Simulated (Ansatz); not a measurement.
## Redistribution: C3H2ClF3 + C2H4F2 → C3H2F4 + C2H4ClF

Species: C3H2ClF3 `F/C(Cl)=C\C(F)F`, singlet; C2H4F2 (1,2-difluoroethane) `FCCF`, singlet; C3H2F4 `FC(F)=CC(F)F`, singlet; C2H4ClF (1-chloro-2-fluoroethane) `FCCCl`, singlet. The partners trade Cl for F; both sit on C, so the bond types are kept.

Shapes, held fixed at every level: PBE0-D4/def2-TZVP. Flexible molecules stand in one conformer, not always the lowest. Programs: Ansatz 0.2.0. The zero-point and thermal change to 298 K, harmonic and unscaled (PBE0-D4/def2-TZVP), is +0.3 kJ/mol.

```csv
level,kind,ΔH(298 K) (kJ/mol),less CCSD(T)/CBS estimate
HF/def2-SVP,Hartree–Fock,-32.7,-10.2
HF/def2-TZVPP,Hartree–Fock,-30.0,-7.5
r2SCAN-D4/def2-TZVPP,meta-GGA,-24.2,-1.7
B2PLYP/def2-TZVPP,double hybrid,-21.8,+0.7
MP2/def2-SVP,perturbation theory,-27.6,-5.1
CCSD(T)/def2-SVP,coupled cluster or CI,-26.2,-3.7
CCSD(T)/CBS estimate,coupled cluster or CI,-22.5,0.0
```

The highest level, CCSD(T)/CBS estimate, gives ΔH(298 K) = -22.5 kJ/mol; the levels span -32.7 to -21.8. The column of differences is taken from that level and isn't an error. No measured value is set beside it here. The CBS estimate extrapolates MP2 from def2-TZVPP and def2-QZVPP and adds CCSD(T) − MP2 in the triple-zeta set, cores frozen.

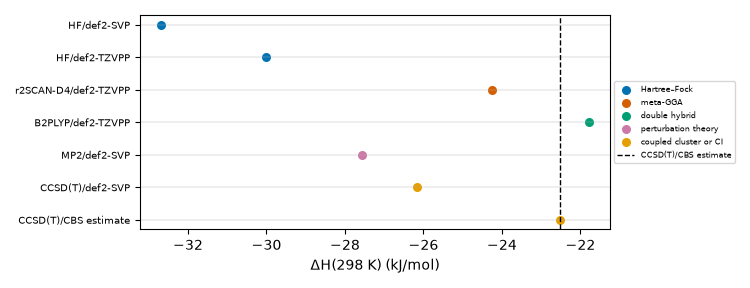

The values of the table, level by level.
